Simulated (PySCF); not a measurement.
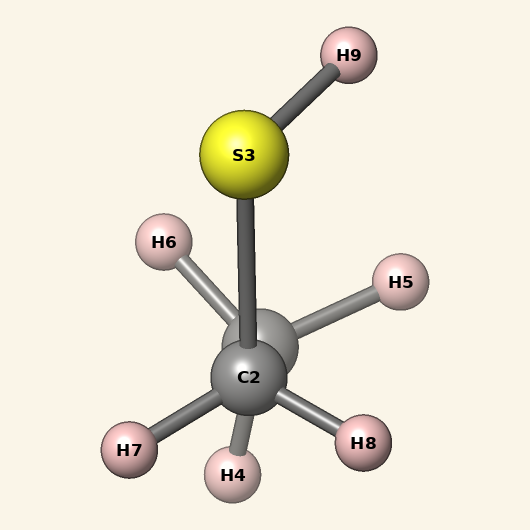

C1 lies behind C2. The molecule seen nearly along the C2–C1 bond, C2 in front. Distant atoms are faded towards the background colour. Geometry: a frame of a GFN2-xTB molecular-dynamics simulation, not a minimum.

What is the torsion angle S3–C2–C1–H4? The sign is positive where the front bond must turn clockwise to cover the back bond.

−167°, antiperiplanar (anti). The bonds about C2–C1 are staggered.
